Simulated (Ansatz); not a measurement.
# Convergence series on Ba (Im-3m, 1 atom in the cell)

```xyz
1
Lattice="-2.5476 2.5476 2.5476 2.5476 -2.5476 2.5476 2.5476 2.5476 -2.5476" Properties=species:S:1:pos:R:3 pbc="T T T"
Ba     0.0000     0.0000     0.0000
```

Method: PBE, PAW files (plane waves; Ansatz, a program for electronic structure).

The starting cell has typed, rounded lattice constants, without a prior relaxation at this level. Its lattice was rescaled by a random factor within 2.5 % of one. Ansatz's pressure includes its estimate of the finite-basis (Pulay) stress.

Held fixed: basis.ecutwfc = 420 eV; hamiltonian.xc = pbe; hamiltonian.pseudopotentials = {kind: paw} (an earlier, softer set of the program's PAW files); scf.occupations.method = gaussian; scf.occupations.width = 0.1 eV.

ΔF is the free energy per atom less that of the last row (22 22 22).

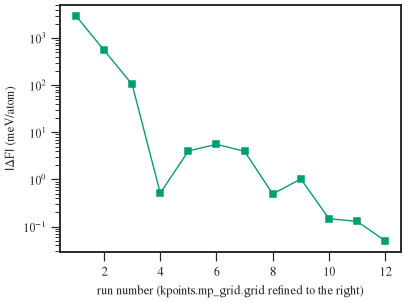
Figure. Size of the energy error against the last run of the series; values under 0.01 meV/atom are drawn at 0.01.

```tsv
kpoints.mp_grid.grid	ΔF (meV/atom)	pressure (GPa)	k-points	iterations
1 1 1	-2968.5	3.39	1	5
2 2 2	-553.3	-4.08	3	6
3 3 3	104.0	-0.83	4	6
4 4 4	-0.51	-0.18	8	5
5 5 5	-4.0	-0.47	10	5
6 6 6	5.6	-0.27	16	6
7 7 7	3.9	-0.29	20	5
9 9 9	0.49	-0.35	35	6
10 10 10	1.03	-0.36	47	6
12 12 12	0.15	-0.36	72	6
14 14 14	-0.13	-0.36	104	6
18 18 18	-0.05	-0.37	195	6
22 22 22	0.00	-0.36	328	6
```

Pressure within 1 GPa of the last row: from kpoints.mp_grid.grid = 3 3 3 on; the one before it is off by 3.7 GPa. The value it settles on is -0.4 GPa at this level of theory and with the other settings as held.

Keys are those of Ansatz 0.2.
